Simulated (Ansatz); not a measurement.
# How YAu (Pm-3m) expands on warming, part 2 of 2

Aim: the lattice, expansion, heat capacity and bulk modulus of YAu as it warms.

Ansatz 0.2.0; DFT LDA, scalar-relativistic, plane waves, PAW.

So far. Step 2 (A first coarse run): The start is under -3.4 GPa at this level and looks like a metal on this mesh. Step 4 (Relaxing to small residual forces and stress): The residual pressure is 1.4e-4 GPa, small enough for phonons. The relaxed cell has a = 3.514 Å (conventional setting).

**5. The quasi-harmonic study**

Thermal expansion follows from how the free energy of the vibrations (and of the electrons in a metal) changes with strain, so the program makes strained cells, their phonons and a fit in one run.

input.yaml

```yaml
crystal:
  lattice:
    - [3.5142270428, 0.0, 0.0]
    - [0.0, 3.5142270428, 0.0]
    - [0.0, 0.0, 3.5142270428]
  atoms:
    - { symbol: "Y", position: [0.5, 0.5, 0.5] }
    - { symbol: Au, position: [0.0, 0.0, 0.0] }
kpoints:
  mp_grid: { grid: [12, 12, 12] }
hamiltonian:
  xc: lda
scf:
  occupations: { method: methfessel_paxton, width: 0.15 }
output:
  eigenvalues: true
phonons:
  method: dfpt
  qmesh: [2, 2, 2]
  temperatures: { t_max: 900.0, t_step: 50 }
  thermal_expansion: {}
```

On the command line:

```sh
ansatz run input.yaml --threads 4 --pin off --max-ram 8192MiB --backend cpu --events-out ev --progress --plain --runs-dir out
```

Numbers of over 12 decimals in the logs are rounded to 6 here.

Output:

```text
The last accepted step is kept in <dir> (removed where the run ends without a failure and the disk answers)
Engine: ansatz 0.2.0, x86_64-unknown-linux-gnu
Pseudopotentials: kind: paw
Pseudopotential: Y, paw, valence charge 11, recommended cutoff 420 eV (normal), Y.paw.azcp
Pseudopotential: Au, paw, valence charge 19, recommended cutoff 420 eV (normal), Au.paw.azcp
Functional definition: SPW92
  exchange = slater_x
  correlation = pw_c
Crystal: 2 atoms, lattice volume = 43.400 Å³
Basis set: ecut = 487.2 eV, 1045 PW (Γ), exchange–correlation on 54×54×54 points (8 copies of the dense FFT grid, shifted against one another)
Bands: 19, of which v1, the nominal top of the filled ones, is band 15 counted from 1 (14 counted from 0)
Symmetry: 48 space group operations
Space group: Pm-3m (ITA 221), of the structure as read, at distance tolerance 3.5e-5 Å
k-points: 84 of 1728
Non-local potential: Y, projectors of the file, l = 0: 3, l = 1: 2, l = 2: 2, l = 3: 1
Non-local potential: Au, projectors of the file, l = 0: 3, l = 1: 2, l = 2: 2, l = 3: 1
PAW form: soft (Blöchl's): semilocal exchange-correlation on the pseudo side does not see the compensation charge
PAW frozen core: Y, regenerated for the run's functional, and the local potential with it (the file was generated under x = pbe(κ = 0.804, μ = 0.219515), c = pbe(β = 0.066725))
PAW frozen core: Au, regenerated for the run's functional, and the local potential with it (the file was generated under x = pbe(κ = 0.804, μ = 0.219515), c = pbe(β = 0.066725))
PAW one-centre angular grid: Y, 590 points (default); XC on 64 Gauss nodes
PAW one-centre angular grid: Au, 590 points (default); XC on 64 Gauss nodes
Initial density: superposition of atomic densities (neutral atoms: chi_scale 0, normalization atom), corrected by the library's trained network
Initial wavefunctions: pseudopotential atomic-orbital guess
Functional: x = slater, c = lda
SCF iter   1: F=—  HF=-16612.310840 eV  |F-HF|=—  |Δ(HF+E_count)|=         —  Δρ=6.08e-3  dr2=7.91e-3  ethr=1.77e-3  ⟨swp⟩=4.3  Hψ=6302  notcnv=0
preconditioner: auto → Kerker (q_TF=auto, 2.565 Å⁻¹)  [metal: Δε(μ)=0.054 eV  Ē_g=12.161 eV  σ=0.150 eV  W_gap=0.28  n_scr=18 (ndim 8)  ℏωp=25.2 eV  f_vac=0.000  D(μ)=0.58/eV (n_scr^D=0)]
SCF iter   2: F=—  HF=-16612.310565 eV  |F-HF|=—  |Δ(HF+E_count)|=   2.75e-4  S|Δr|=    0.00e0  Δρ=3.06e-3  dr2=1.45e-3  ethr=2.64e-5  ⟨swp⟩=2.1  Hψ=2728  notcnv=0
SCF iter   3: F=—  HF=-16612.310033 eV  |F-HF|=—  |Δ(HF+E_count)|=   5.32e-4  S|Δr|=    0.00e0  Δρ=6.22e-4  dr2=9.55e-5  ethr=4.84e-6  ⟨swp⟩=2.2  Hψ=2459  notcnv=0
SCF iter   4: F=—  HF=-16612.309996 eV  |F-HF|=—  |Δ(HF+E_count)|=   3.72e-5  S|Δr|=    0.00e0  Δρ=1.00e-4  dr2=5.35e-6  ethr=3.18e-7  ⟨swp⟩=2.4  Hψ=2477  notcnv=0
[...]
Free energy (F): -16612.309986 eV
Harris-Foulkes:  -16612.309986 eV  (|F-HF|=3.64e-12)
Internal energy: -16612.313613 eV  (E = F + TS)
E sigma→0 (E₀):  -16612.310893 eV
Entropy (-TS):   0.003627 eV (1.813 meV/atom)
Fermi energy:    15.581981 eV
--- Per-component energies (eV) ---
  E_band       = -375.314097
  E_kinetic    = 912.741407
  E_local      = -2722.747967  (includes V_loc(G=0)·N_el)
  E_nonlocal   = 131.647469
  E_hartree    = 1101.072246
  E_xc         = -400.802959
  E_vxc        = -476.644510  (∫ρ·V_xc dr)
  E_paw        = -12146.468666  (= ΣΔE_a)
  E_vpaw       = -422.455969  (= ΣTr[D̂ρ^β])
  E_aug_tail   = 0.000912  (compensation charges beyond the density's cutoff)
  E_ewald      = -3488.608357
  E_core_change = 0.852303  (= ΣΔE_core)
  E_smearing   = 0.003627  (= −TS)
  E_closure    = 0.000000  (closes the sum)
  Σ components = -16612.309986   (vs F -16612.309986, Δ=0.00e0)
--- Forces (eV/Å), atoms counted from 1 ---
  atom   1  Y      0.00000000     0.00000000     0.00000000
  atom   2  Au    -0.00000000    -0.00000000     0.00000000
  max |Σ_I F_I| component: 2.31e-29 eV/Å
--- Stress (GPa, compression-positive) ---
       -0.001525       0.000000       0.000000
        0.000000      -0.001525       0.000000
        0.000000       0.000000      -0.001525
  P = ⅓ Tr σ = -0.0015 GPa (-0.015 kbar)
--- Band table (eV; the first three rows and the last of 84) ---
  k-point 0: bands = [... 11 lower, 10.9966, 10.9966, 10.9966, 16.4724, 16.4724, 20.2162, 20.2162, 20.2162]
  k-point 1: bands = [... 11 lower, 10.9846, 10.9846, 11.0080, 16.4064, 16.4796, 19.5759, 19.5759, 20.1750]
  k-point 2: bands = [... 11 lower, 10.9528, 10.9528, 11.0396, 16.2246, 16.3760, 18.6965, 18.6965, 20.0632]
  k-point 83: bands = [... 11 lower, 11.7863, 11.7863, 13.6515, 13.6515, 13.6515, 15.5339, 21.2205, 21.2205]
── thermal expansion: 3 new cells, 3 in all ──
thermal expansion: relaxation of cell 2
thermal expansion: relaxation of cell 3
── thermal expansion: 2 new cells, 5 in all ──
thermal expansion: relaxation of cell 4
thermal expansion: lower-state search of cell 4
thermal expansion: electrons of cell 4
thermal expansion: phonons of cell 4
WARN: thermal expansion: vibrations_at_or_below_zero in the phonons of 1 cell: 4
this run last wrote the structure of step 1 to <dir>
--- Relaxed structure (1 steps of the walk, 1 accepted, 0 SCFs on fresh bases) ---
  F+E_penalty+E_count = -16612.30998609 eV   max|allowed force component| = 1.262e-29 eV/Å
  atoms:
    - { symbol: Y, position: [0.5, 0.5, 0.5] }
    - { symbol: Au, position: [0.0, 0.0, 0.0] }
--- Thermal expansion: 5 cells in 2 rounds, 0 GPa ---
  no lower state was reached at cell 4; its state was not examined: fill_not_monotonic
  not told: vibrations stand at or below zero in cell 4 (0.750 modes a cell, the lowest at -11.3 cm⁻¹): the crystal is at no minimum there, or its k-points are too few: type the crystal that it becomes, another pressure, or a denser kpoints.mp_grid, in a new run
  vibrations_at_or_below_zero in the phonons of 1 cell: 4
Error: vibrations stand at or below zero in cell 4 (0.750 modes a cell, the lowest at -11.3 cm⁻¹): the crystal is at no minimum there, or its k-points are too few: type the crystal that it becomes, another pressure, or a denser kpoints.mp_grid, in a new run
[key lines of the parts left out:]
SCF converged after 8 iterations
```

It took 96 s on 4 threads of Intel Xeon 6975P-C (Granite Rapids), shared host; peak memory 1.2 GiB.

The run ended with an error.

The program's message: “vibrations stand at or below zero in cell 4 (0.750 modes a cell, the lowest at -11.3 cm⁻¹): the crystal is at no minimum there, or its k-points are too few: type the crystal that it becomes, another p …”

**6. Phonons of the refused cell**

The study refused this cell, so its phonons are run alone to see which modes are imaginary.

input.yaml, the sections that differ from step 5:

```yaml
phonons:
  method: dfpt
  qmesh: [2, 2, 2]
  temperatures: { t_max: 1000, t_step: 50 }
  qpath:
    path:
      - [[0.0, 0.0, 0.0], [0.0, 0.5, 0.0], [0.5, 0.5, 0.0], [0.0, 0.0, 0.0], [0.5, 0.5, 0.5], [0.0, 0.5, 0.0]]
      - [[0.5, 0.5, 0.5], [0.5, 0.5, 0.0]]
    npoints: 10
# crystal, kpoints, hamiltonian, scf, output: as in step 5
```

Output:

```text
[...]
Crystal: 2 atoms, lattice volume = 43.400 Å³
Basis set: ecut = 420 eV, 847 PW (Γ), exchange–correlation on 48×48×48 points (8 copies of the dense FFT grid, shifted against one another)
Bands: 19, of which v1, the nominal top of the filled ones, is band 15 counted from 1 (14 counted from 0)
Symmetry: 48 space group operations
k-points: 84 of 1728
[...]
SCF iter   1: F=—  HF=-16612.309943 eV  |F-HF|=—  |Δ(HF+E_count)|=         —  Δρ=6.15e-3  dr2=7.93e-3  ethr=1.77e-3  ⟨swp⟩=4.2  Hψ=6288  notcnv=0
[...]
SCF iter   8: F=-16612.308990 eV  HF=-16612.308990 eV  |F-HF|=3.64e-12  |Δ(HF+E_count)|=  3.64e-12  S|Δr|=    0.00e0  Δρ=8.69e-8  dr2=3.99e-12  ethr=1.00e-12  ⟨swp⟩=5.5  Hψ=6569  notcnv=0
SCF 1 converged in 8 iterations: F = -16612.308990 eV  dr2 = 3.99e-12
[...]
SCF iter   3: F=-16612.308990 eV  HF=-16612.308990 eV  |F-HF|=3.64e-12  |Δ(HF+E_count)|=    0.00e0  S|Δr|=    0.00e0  Δρ=7.73e-8  dr2=2.26e-12  ethr=1.00e-12  ⟨swp⟩=1.0  Hψ=3528  notcnv=0
SCF 2 converged in 3 iterations: F = -16612.308990 eV  dr2 = 2.26e-12
phonons: the bands overlap, so this run is a metal and interpolates without the dipole-dipole term. If the crystal is really an insulator or semiconductor, its LO-TO splitting is missing
NSCF: frozen V_eff on 84 k-points
[...]
DFPT response loops at q = (0, 0, 0) (fractional): preconditioner auto → Kerker (q_TF=auto, 2.565 Å⁻¹) (partly filled bands, converged f_vac=0.000); β = 1.00, the filter's whole step (`scf.mixing.beta` (0.50) is not read by the response loops under this deck's `scf.mixing.preconditioner`; to damp them name `kerker` or `kerker_dos`, under which they read `scf.mixing.beta`, and type it under 1.00, their step now; both keys bind the ground state too); Broyden in place of MSR1
[...]
SCF converged after 8 iterations
[...]
Free energy (F): -16612.308990 eV
[...]
Internal energy: -16612.312617 eV  (E = F + TS)
E sigma→0 (E₀):  -16612.309897 eV
Entropy (-TS):   0.003627 eV (1.813 meV/atom)
Fermi energy:    15.582082 eV
[...]
--- Band table (eV; the first three rows and the last of 84) ---
  k-point 0: bands = [... 11 lower, 10.9965, 10.9965, 10.9965, 16.4724, 16.4724, 20.2162, 20.2162, 20.2162]
  k-point 1: bands = [... 11 lower, 10.9846, 10.9846, 11.0080, 16.4065, 16.4797, 19.5760, 19.5760, 20.1750]
  k-point 2: bands = [... 11 lower, 10.9528, 10.9528, 11.0396, 16.2247, 16.3761, 18.6966, 18.6966, 20.0632]
  k-point 83: bands = [... 11 lower, 11.7863, 11.7863, 13.6517, 13.6517, 13.6517, 15.5341, 21.2206, 21.2206]
--- Phonons (Γ-DFPT): 2 representative perturbations + reference (Σ response iterations 6) ---
  ASR residual: 2.581e-5 → 0.000e0 eV/Å²; symmetrization residual: 1.242e-5 eV/Å²
  ASR residual per site (eV/Å²): 2.58e-5 2.37e-5
  Γ frequencies (cm⁻¹): 0.00 0.00 0.00 108.94 108.94 108.94
--- Phonons (arbitrary-q DFPT): 4 irreducible q on the 2×2×2 mesh ---
  q = [0.0000, 0.0000, 0.0000] (star 1, of the zone-centre solve; hermiticity 9.29e-6, symmetrization 1.21e-12): -0.00 0.00 0.00 108.94 108.94 108.94
  q = [0.0000, 0.0000, -0.5000] (star 3, 4 solved perturbations in 1078 linear systems a pass and spin channel, the states on 343 of 1728 k-point pairs; hermiticity 3.13e-9, symmetrization 1.52e-9): 58.85 58.85 70.67 98.95 98.95 187.64
[...]
q = [-0.5000, -0.5000, -0.5000] (star 1, 2 solved perturbations on 196 of 1728 k-point pairs; hermiticity 1.33e-9, symmetrization 6.65e-10): 47.58 47.58 47.58 163.27 163.27 163.27
  sum rule: each row above includes the acoustic sum rule's correction from the zone centre's row sums; it moved no ω² by more than (0.28 cm⁻¹)²
  mesh force constants: q→R imaginary residual 1.70e-17; ASR residual 2.581e-5 → 0.000e0 eV/Å²; symmetrization residual 3.553e-15 eV/Å²
  interpolated dispersion: 62 rows × 6 modes
  density of states and harmonic sums: on the 18×18×18 q-mesh, interpolated from the force constants of a 2×2×2 supercell (no non-analytic term)
  largest difference from the sums on the solved wave vectors: F 3.04e-1 eV, S 4.01e-4 and C_V 9.63e-5 eV/K
  zero-point energy: 0.033217 eV/cell   skipped modes (ω ≤ 0): 9, of them read as no rigid motion or as one in doubt: 6 (7.202e-3 modes/cell left out, lowest -11.21 cm⁻¹)   left out of the sums: 1.29e-3 of the cell's modes: C_V's classical limit lies that fraction below 3 k_B per atom; for a crystal, a wire or a layer, F and S can be off by more, and a phonons.interpolated_qmesh denser along its periods is the remedy for the sampling
```

The job ended after 45 s (4 threads; peak memory 1.1 GiB).

Numbers from this step:

```
Γ frequencies                : 0, 0, 0, 108.9, 108.9, 108.9 cm⁻¹ (negative: imaginary)
lowest frequency on the path : -11.21 cm⁻¹
point group                  : m-3m
highest frequency            : 187.6 cm⁻¹
```

No LO-TO term. Phonon branches along the path, in cm⁻¹:

| point | branch 1 | branch 2 | branch 3 | branch 4 | branch 5 | branch 6 |
| --- | --- | --- | --- | --- | --- | --- |
| Γ | 0 | 0 | 0 | 109 | 109 | 109 |
| X | 59 | 59 | 71 | 99 | 99 | 188 |
| M | -11 | -11 | 41 | 83 | 162 | 162 |
| Γ | 0 | 0 | 0 | 109 | 109 | 109 |
| R | 48 | 48 | 48 | 163 | 163 | 163 |
| X | 59 | 59 | 71 | 99 | 99 | 188 |
| jump to R | 48 | 48 | 48 | 163 | 163 | 163 |
| M | -11 | -11 | 41 | 83 | 162 | 162 |

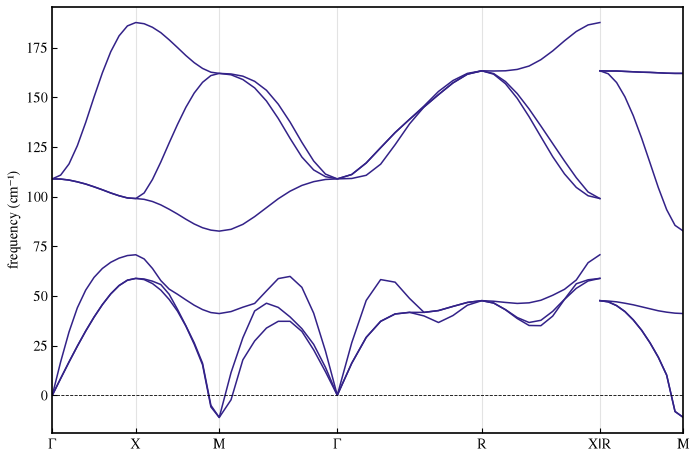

Phonon branches along the path.

The phonon density of states has structure finer than the step of the table below, so its rows give means over 20 cm⁻¹, whole bins alone (the curve runs from -11 to 189 cm⁻¹). Peaks (cm⁻¹: height): 39.0: 0.126, 45.0: 0.185, 163.0: 0.0863.

Tetrahedra on 18 18 18, mean over bins of 2 cm⁻¹. Phonon density of states against wavenumber; means over each step:

```csv
wavenumber (cm⁻¹),phonon density of states (1/cm⁻¹/cell)
0,8.7e-4
20,0.0133
40,0.103
60,0.0329
80,0.00220
100,0.0315
120,0.0304
140,0.0297
160,0.0462
```

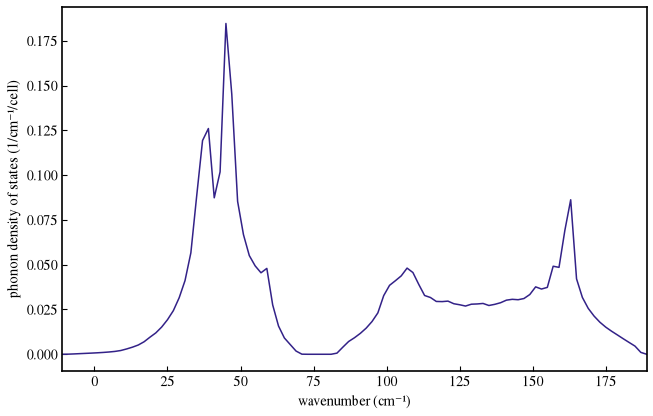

Phonon density of states, plotted against wavenumber.

No LO-TO term. The modes at Γ (shares of kinetic energy by element, %):

```csv
mode,frequency (cm⁻¹),symmetry,Y %,Au %
1,0.0,T1u,31,69
2,0.0,T1u,31,69
3,0.0,T1u,31,69
4,108.9,T1u,69,31
5,108.9,T1u,69,31
6,108.9,T1u,69,31
```

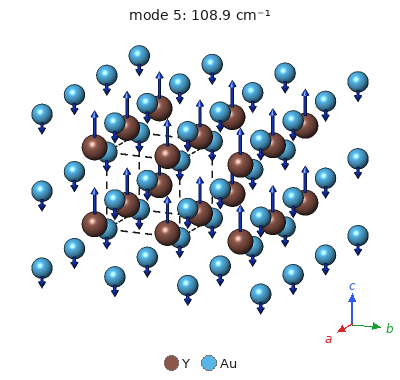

Displacement patterns of mode 5 at Γ; arrows are exaggerated. 3×3×2 cells are drawn. Some periodic images of atoms are drawn too.

Lowest modes at the softest wavevector of the mesh; phase exp(i q.(R + tau)). The modes at q = (0.000, 0.500, 0.500) (shares of kinetic energy by element, %) (negative means imaginary):

```
mode  frequency (cm⁻¹)  Y %  Au %
   1             -11.2    7    93
   2             -11.2    7    93
   3              41.1    0   100
   4              82.6  100     0
   5             162.0   93     7
   6             162.0   93     7
```

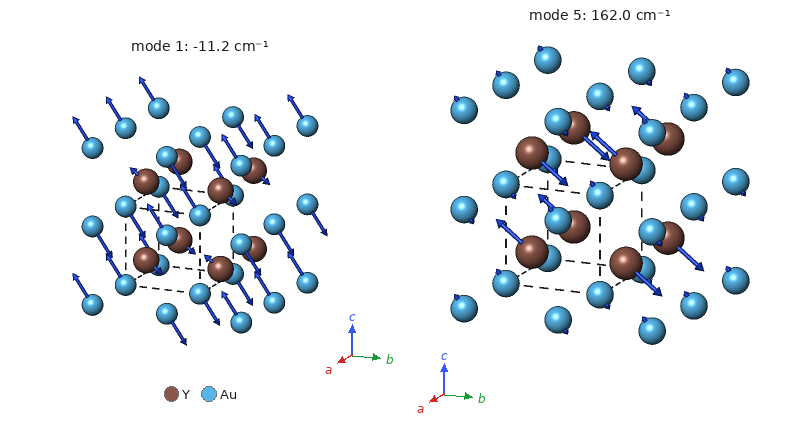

Displacement patterns of modes 1 and 5 at q = (0.000, 0.500, 0.500); arrows are exaggerated. 2×2×2 cells are drawn. Some periodic images of atoms are drawn too.

The modes has structure finer than the step of the table below, so its rows give means over 20 cm⁻¹, whole bins alone (the curve runs from -19.1 to 203 cm⁻¹). Peaks (cm⁻¹: height): Au 45.0: 0.138; Y 38.1: 0.0096, 103.6: 0.0378, 123.2: 0.0302, 132.9: 0.0308, 144.1: 0.0396, 162.2: 0.0638.

Phonopy on the run's constants, 17x17x17 mesh, Gaussian sigma 2.0 cm⁻¹. The modes by wavenumber; means over each step; values in 1/cm⁻¹/cell:

```csv
wavenumber (cm⁻¹),Au,Y
0,7.8e-4,8.3e-5
20,0.0125,0.00144
40,0.0941,0.00665
60,0.0330,0.00108
80,1.7e-4,0.00261
100,0.00277,0.0280
120,0.00262,0.0279
140,0.00173,0.0277
160,0.00192,0.0442
180,2.1e-4,0.0104
```

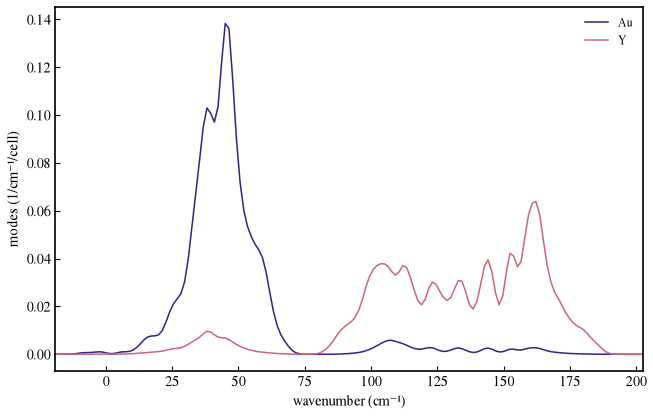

Modes, plotted against wavenumber.

The lowest solved frequency is -11.2 cm⁻¹, so the cell is unstable here and gives no valid free energy.

**7. Outcome**

* lowest frequency at the solved wavevectors: -11.2 cm⁻¹

**Reading.** With imaginary harmonic modes at the relaxed cell the quasi-harmonic free energy is undefined, so no expansion is obtained for this phase at this level. The softest solved mode is 11i cm⁻¹ at q = (0, -0.5, -0.5), and 1 of 4 solved wavevectors carry a mode beyond 8i cm⁻¹. The starting cell comes from a crystallographic database, so the instability may belong to the level of theory or to the 0 K harmonic picture and not to the crystal. The q-mesh is coarse, so only a few wavevectors were solved. In a metal soft modes also hang on the k-mesh and the smearing, which were not converged here. The PAW files were made for PBE and are used here under another functional, for which the program regenerates the frozen cores.

[Logs are printed without paths, hosts, clocks, repeated set-up lines and the standing remarks that a program may print on its own settings, such as how far it seeks lower states.]

[Hosts, paths, dates, database ids (printed as entryN), source tags and the programs' standing remarks are cut or masked in the printed files.]

[A step with changed settings may run another functional than the one named; its input shows which.]

[Pressures of single members of a volume series are the stress at the run's cutoff; with an incomplete basis they can lie off −dE/dV of the same runs, and they are not shown converged.]
